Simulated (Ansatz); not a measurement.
# CH₄ClFSi: small, medium and large basis sets

Aim: see how fast density functionals converge with the basis set for CH₄ClFSi.

Method: one geometry, several basis sets; program: Ansatz 0.2.0, Gaussian basis.

Levels to be run: PBE0-D4/def2-SVP; ωB97M-V/def2-SVP; PBE0-D4/def2-QZVPP; ωB97M-V/def2-QZVPP; the functionals' def2-TZVPP values are taken from earlier runs.

## (1) Structure used throughout

The geometry comes from an earlier relaxation with PBE0-D4 in a triple-zeta def2 set; it is a stationary point, not always the lowest conformer.

SMILES `FC([SiH3])Cl`, 8 atoms, charge 0, spin multiplicity 1.

Atoms are counted from 1 here; the program's logs count them from 0.

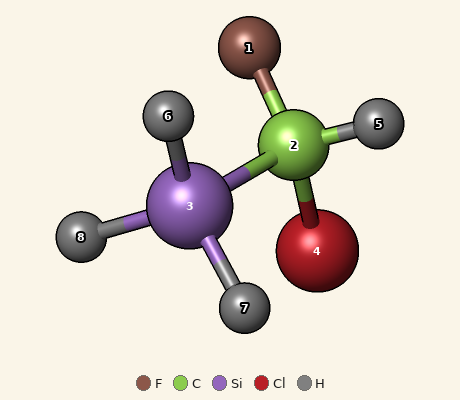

The structure; fluorine brown, carbon green, silicon purple, chlorine red, hydrogen grey; atoms are numbered from 1 in the order of the file.

Geometry (Å):

```mol
CH4ClFSi
  3D, bonds by distance, orders not assigned

  8  7  0  0  0  0  0  0  0  0999 V2000
   -1.5286    1.1423    0.1055 F   0  0
   -0.4445    0.6160   -0.5447 C   0  0
    0.5502   -0.5283    0.6128 Si  0  0
   -1.0034   -0.3291   -1.9476 Cl  0  0
    0.1334    1.4464   -0.9562 H   0  0
    0.9886    0.2606    1.7921 H   0  0
    1.7279   -1.0204   -0.1412 H   0  0
   -0.3313   -1.6447    1.0234 H   0  0
  1  2  8  0
  2  3  8  0
  2  4  8  0
  2  5  8  0
  3  6  8  0
  3  7  8  0
  3  8  8  0
M  END
```

## (2) PBE0-D4 in def2-SVP

Input file in.yaml:

```yaml
crystal:
  periodic: [false, false, false]
  atoms:
    - {symbol: F, position_ang: [-1.528584, 1.142258, 0.105507]}
    - {symbol: C, position_ang: [-0.444539, 0.616034, -0.544688]}
    - {symbol: Si, position_ang: [0.550183, -0.528345, 0.612794]}
    - {symbol: Cl, position_ang: [-1.003401, -0.329099, -1.947587]}
    - {symbol: H, position_ang: [0.133401, 1.446370, -0.956159]}
    - {symbol: H, position_ang: [0.988580, 0.260604, 1.792120]}
    - {symbol: H, position_ang: [1.727909, -1.020387, -0.141208]}
    - {symbol: H, position_ang: [-0.331349, -1.644735, 1.023422]}
basis:
  gaussian: {orbitals: def2-SVP}
hamiltonian: {xc: pbe0, dispersion: d4}
output: {orbitals: {seedname: orbitals}}
```

The run is started by

```
ansatz run in.yaml --threads 2 --pin off --events-out ev --progress --plain --max-ram 4352MiB
```

Log:

```text
Functional definition: PBE0
  name "PBE0"
  cite "Adamo & Barone, J. Chem. Phys. 110, 6158 (1999) doi:10.1063/1.478522"
  cite "Perdew, Burke & Ernzerhof, Phys. Rev. Lett. 77, 3865 (1996) doi:10.1103/PhysRevLett.77.3865"
  parent pbe
  parameter a = 0.25
  parameter kappa = 0.804
  parameter beta = 0.06672455060314922
  exchange = (1 - a)*pbe_x(kappa = kappa, mu = beta*pi^2/3) + a*exact_x
  correlation = pbe_c(beta = beta)
805 factors; integrals over basis functions are off by at most 1.2e-3 eV
mean field evaluation 1: about -24197.1508 eV, gradient 2.0e1 eV
mean field evaluation 2: about -24197.0658 eV, gradient 2.2e1 eV
mean field evaluation 4: about -24197.9283 eV, gradient 6.3e-1 eV
mean field evaluation 8: about -24198.0432 eV, gradient 6.2e-2 eV
mean field evaluation 16: about -24198.0433 eV, gradient 2.5e-5 eV
mean field -24198.04325795 eV, -889.2616877068 hartree, gradient 2.5e-5 eV, S^2 0.000000; 0 other end points of the search recorded, 0 dependent functions left out
reference -24198.04328012 eV, -889.2616885216 hartree; 25, 25 occupied and 59, 59 virtual orbitals, 805 factors
Total energy: -24198.17971339 eV, -889.2667023516 hartree
```

Wall time 1.2 s (2 threads of AMD EPYC 7B13, shared host).

## (3) ωB97M-V in def2-SVP

in.yaml, as its differences from that of step 2:

```diff
@@ -13,3 +13,3 @@
   gaussian: {orbitals: def2-SVP}
-hamiltonian: {xc: pbe0, dispersion: d4}
+hamiltonian: {xc: {name: wB97M-V}}
 output: {orbitals: {seedname: orbitals}}
```

Same command.

Log, shortened:

```text
Functional definition: wB97M-V
  name "wB97M-V"
  cite "Mardirossian & Head-Gordon, J. Chem. Phys. 144, 214110 (2016) doi:10.1063/1.4952647"
  cite "Becke, J. Chem. Phys. 107, 8554 (1997) doi:10.1063/1.475007"
  cite "Vydrov & Van Voorhis, J. Chem. Phys. 133, 244103 (2010) doi:10.1063/1.3521275"
  # Of w^i u^j: cxij and so on, Table III.
[...]
  gx(w, u) = 1 - cx + cx01*u + cx10*w
  gss(w, u) = css00 + css04*u^4 + css10*w + css20*w^2 + css43*w^4*u^3
  gos(w, u) = cos00 + cos10*w + (cos20 + cos21*u)*w^2 + (cos60 + cos61*u)*w^6
[...]
      + integral(e_c_pw_mod_opposite_spin*gos(b97_w_opposite, b97_u_opposite)) + vv10(b, c)
805 factors; integrals over basis functions are off by at most 1.2e-3 eV
236 factors; integrals over basis functions are off by at most 5.9e-6 eV
[...]
mean field -24206.77772490 eV, -889.5826734470 hartree, gradient 3.6e-5 eV, S^2 0.000000; 0 other end points of the search recorded, 0 dependent functions left out
reference -24206.77775924 eV, -889.5826747087 hartree; 25, 25 occupied and 59, 59 virtual orbitals, 805 factors
Total energy: -24206.77775924 eV, -889.5826747087 hartree
```

It took 4 s on 2 threads of AMD EPYC 7B13, shared host.

## (4) PBE0-D4 in def2-QZVPP

in.yaml, as its differences from that of step 3:

```diff
@@ -12,4 +12,4 @@
 basis:
-  gaussian: {orbitals: def2-SVP}
-hamiltonian: {xc: {name: wB97M-V}}
+  gaussian: {orbitals: "def2-QZVPP.json"}
+hamiltonian: {xc: pbe0, dispersion: d4}
 output: {orbitals: {seedname: orbitals}}
```

Same command.

Log:

```text
Functional definition: PBE0
  name "PBE0"
  cite "Adamo & Barone, J. Chem. Phys. 110, 6158 (1999) doi:10.1063/1.478522"
  cite "Perdew, Burke & Ernzerhof, Phys. Rev. Lett. 77, 3865 (1996) doi:10.1103/PhysRevLett.77.3865"
  parent pbe
  parameter a = 0.25
  parameter kappa = 0.804
  parameter beta = 0.06672455060314922
  exchange = (1 - a)*pbe_x(kappa = kappa, mu = beta*pi^2/3) + a*exact_x
  correlation = pbe_c(beta = beta)
1357 factors; their error is unknown
mean field evaluation 1: about -24208.9551 eV, gradient 2.9e1 eV
mean field evaluation 2: about -24208.1451 eV, gradient 3.6e1 eV
mean field evaluation 4: about -24210.5936 eV, gradient 1.2e0 eV
mean field evaluation 8: about -24210.5944 eV, gradient 2.3e-2 eV
mean field evaluation 16: about -24210.6138 eV, gradient 1.8e-5 eV
mean field -24210.61384268 eV, -889.7236481750 hartree, gradient 1.8e-5 eV, S^2 0.000000; 0 other end points of the search recorded, 0 dependent functions left out
reference -24210.61387832 eV, -889.7236494847 hartree; 25, 25 occupied and 349, 349 virtual orbitals, 1357 factors
Total energy: -24210.75031158 eV, -889.7286633147 hartree
```

Run time: 7.5 s. Hardware: 2 threads of AMD EPYC 7B13, shared host; peak memory 1.1 GiB.

## (5) ωB97M-V in def2-QZVPP

in.yaml, as its differences from that of step 4:

```diff
@@ -13,3 +13,3 @@
   gaussian: {orbitals: "def2-QZVPP.json"}
-hamiltonian: {xc: pbe0, dispersion: d4}
+hamiltonian: {xc: {name: wB97M-V}}
 output: {orbitals: {seedname: orbitals}}
```

Same command.

Log, shortened:

```text
Functional definition: wB97M-V
  name "wB97M-V"
  cite "Mardirossian & Head-Gordon, J. Chem. Phys. 144, 214110 (2016) doi:10.1063/1.4952647"
  cite "Becke, J. Chem. Phys. 107, 8554 (1997) doi:10.1063/1.475007"
  cite "Vydrov & Van Voorhis, J. Chem. Phys. 133, 244103 (2010) doi:10.1063/1.3521275"
  # Of w^i u^j: cxij and so on, Table III.
[...]
  gx(w, u) = 1 - cx + cx01*u + cx10*w
  gss(w, u) = css00 + css04*u^4 + css10*w + css20*w^2 + css43*w^4*u^3
  gos(w, u) = cos00 + cos10*w + (cos20 + cos21*u)*w^2 + (cos60 + cos61*u)*w^6
[...]
      + integral(e_c_pw_mod_opposite_spin*gos(b97_w_opposite, b97_u_opposite)) + vv10(b, c)
1321 factors; their error is unknown
276 factors; integrals over basis functions are off by at most 3.5e-5 eV
[...]
mean field -24219.41230415 eV, -890.0469856702 hartree, gradient 1.5e-5 eV, S^2 0.000000; 0 other end points of the search recorded, 0 dependent functions left out
reference -24219.41236199 eV, -890.0469877959 hartree; 25, 25 occupied and 349, 349 virtual orbitals, 1321 factors
Total energy: -24219.41236199 eV, -890.0469877959 hartree
```

It took 16 s on 2 threads of AMD EPYC 7B13, shared host; peak memory 1.2 GiB.

## (6) Functionals by basis

The def2-TZVPP values come from earlier runs at the same geometry.

```
functional       basis  functions  energy (eV)  from the largest (eV)  HOMO (eV)  LUMO (eV)
   PBE0-D4    def2-SVP         84  -24198.1797                 12.571      -8.21       0.39
   PBE0-D4  def2-TZVPP        202  -24209.9080                  0.842      -8.35      -0.07
   PBE0-D4  def2-QZVPP        374  -24210.7503                  0.000      -8.39      -0.24
   ωB97M-V    def2-SVP         84  -24206.7778                 12.635     -10.44       2.37
   ωB97M-V  def2-TZVPP        202  -24218.6150                  0.797     -10.61       1.66
   ωB97M-V  def2-QZVPP        374  -24219.4124                  0.000     -10.66       1.30
```

## (7) Results

```
                                       quantity           value
PBE0-D4: double and triple zeta above quadruple  12.57, 0.84 eV
ωB97M-V: double and triple zeta above quadruple  12.63, 0.80 eV
```

In words: PBE0-D4 gains 11.73 eV from double to triple zeta, then 0.84 eV more. These are total energies; as a rule much of such shifts cancels in differences, which this series doesn't test. The LUMO of ωB97M-V is positive and keeps falling with the basis (2.37 to 1.30 eV): an unbound level that the basis holds in place.

For PBE0-D4 the largest set took about 6 times as long as the smallest (7.5 s against 1.2 s).
